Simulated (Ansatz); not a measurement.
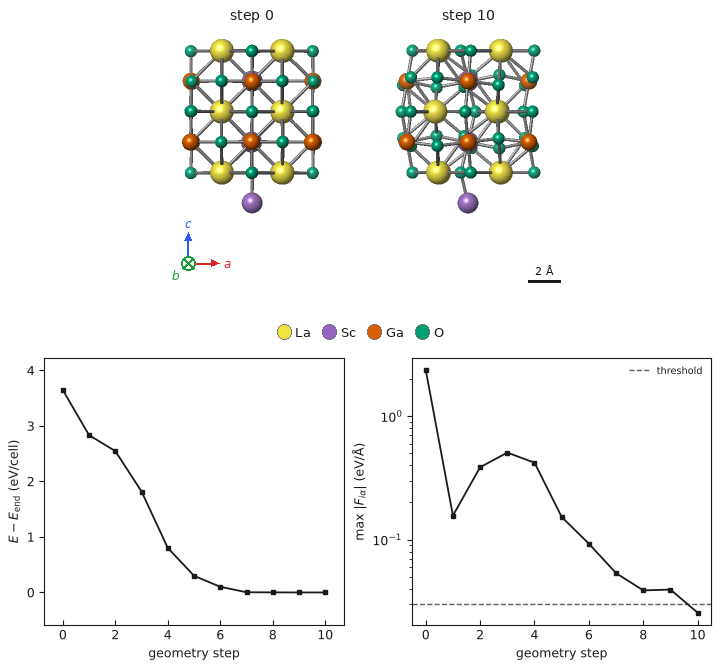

First and last geometry of a relaxation of a defect cell of composition La$_{8}$Sc$_{2}$Ga$_{6}$O$_{24}$, with the history of the run. A ball-and-stick model of the atoms within 5.8 Å of the atom that moves most (axes of the cell of the calculation), seen along the b axis.

The calculation used Ansatz 0.2.0, DFT, PBEsol, PAW, plane waves.

The input:
```yaml
crystal:
  lattice:
    - [7.729308, 0.000000, 0.000000]
    - [0.000000, 7.729308, 0.000000]
    - [0.000000, 0.000000, 7.729308]
  atoms:
    - { symbol: La, position: [0.002790, 0.998446, 0.999894] }
    - { symbol: La, position: [0.001651, 0.001140, 0.501451] }
    - { symbol: La, position: [0.003043, 0.500673, 0.998332] }
    - { symbol: La, position: [0.999122, 0.496779, 0.499868] }
    - { symbol: La, position: [0.500431, 0.995018, 0.997781] }
    - { symbol: La, position: [0.496946, 0.000806, 0.499993] }
    - { symbol: La, position: [0.494356, 0.504544, 0.999244] }
    - { symbol: La, position: [0.501463, 0.503274, 0.499861] }
    - { symbol: Sc, position: [0.245667, 0.249400, 0.249632] }
    - { symbol: Sc, position: [0.250876, 0.252761, 0.750582] }
    - { symbol: Ga, position: [0.246791, 0.749623, 0.253859] }
    - { symbol: Ga, position: [0.253035, 0.751428, 0.746924] }
    - { symbol: Ga, position: [0.754631, 0.251863, 0.249933] }
    - { symbol: Ga, position: [0.750013, 0.249500, 0.750244] }
    - { symbol: Ga, position: [0.745130, 0.753798, 0.249182] }
    - { symbol: Ga, position: [0.753587, 0.744497, 0.747613] }
    - { symbol: O, position: [0.251588, 0.246433, 0.999180] }
    - { symbol: O, position: [0.250417, 0.248288, 0.495078] }
    - { symbol: O, position: [0.247428, 0.747616, 0.995902] }
    - { symbol: O, position: [0.249159, 0.751678, 0.500081] }
    - { symbol: O, position: [0.748167, 0.247697, 0.995909] }
    - { symbol: O, position: [0.744728, 0.250931, 0.502001] }
    - { symbol: O, position: [0.748752, 0.755430, 0.003092] }
    - { symbol: O, position: [0.752013, 0.752890, 0.502936] }
    - { symbol: O, position: [0.998447, 0.250824, 0.249261] }
    - { symbol: O, position: [0.002452, 0.249683, 0.750754] }
    - { symbol: O, position: [0.997552, 0.753378, 0.249594] }
    - { symbol: O, position: [0.998964, 0.748986, 0.751862] }
    - { symbol: O, position: [0.502949, 0.243423, 0.252592] }
    - { symbol: O, position: [0.500723, 0.248459, 0.751988] }
    - { symbol: O, position: [0.500817, 0.751332, 0.250110] }
    - { symbol: O, position: [0.496910, 0.749924, 0.749421] }
    - { symbol: O, position: [0.247099, 0.997403, 0.251177] }
    - { symbol: O, position: [0.250619, 0.002858, 0.749347] }
    - { symbol: O, position: [0.248134, 0.506919, 0.241614] }
    - { symbol: O, position: [0.252048, 0.501063, 0.751365] }
    - { symbol: O, position: [0.748867, 0.996674, 0.253922] }
    - { symbol: O, position: [0.754842, 0.999101, 0.748576] }
    - { symbol: O, position: [0.747256, 0.499377, 0.248505] }
    - { symbol: O, position: [0.750613, 0.498690, 0.748475] }
  symmetry: { detect: false }
kpoints:
  mp_grid: { grid: [1, 1, 1], shift: [0.25, 0.25, 0.25] }
hamiltonian:
  xc: pbesol
scf:
  occupations: { method: fermi_dirac, width: 0.01 }
relax:
  f_tol: 0.03
  max_steps: 80
  escape_saddle: false
  adjacent_minimum: "off"
output:
  forces: true
  eigenvalues: true
  populations: true
```

Command:
```bash
ansatz run in.yaml --threads 7 --pin off --max-ram 13300MiB --runs-dir r --events-out ev --progress --plain
```

Read the history and describe the run.

Answer. It converged. After 10 geometry steps the energy has fallen by 3.644 eV per cell of the calculation. The largest force component goes from 2.4 to 0.026 eV/Å. The largest moves, 0.54 Å, are those of O17 and O18. O18 goes along [3 2 0]. Largest moves by element: O 0.54 Å, La 0.23 Å, Ga 0.05 Å, Sc 0.03 Å. The cell stays as it was. Among the contacts that change: La2–O18 2.711 → 3.289 Å, La1–O26 2.735 → 3.285 Å, La1–O25 2.743 → 3.285 Å, La5–O34 2.724 → 3.262 Å. Among the angles between lasting bonds that change: Sc9–O18–Sc10 178.4° → 148.9°, Sc9–O17–Sc10 177.4° → 148.9°, Sc9–O25–Ga13 179.7° → 153.3°.

```csv
step,"E − E(0), meV/atom","largest force component, eV/Å"
0,0.00,2.3678
1,-20.27,0.1565
2,-27.46,0.3855
3,-45.65,0.5065
4,-71.07,0.4199
5,-83.60,0.1525
6,-88.56,0.0927
7,-91.01,0.0535
8,-91.07,0.0388
9,-91.10,0.0394
10,-91.10,0.0256
```

Limits of the set-up: the periodic images lie only 7.7 Å apart, so the values are limited by the cell's size.
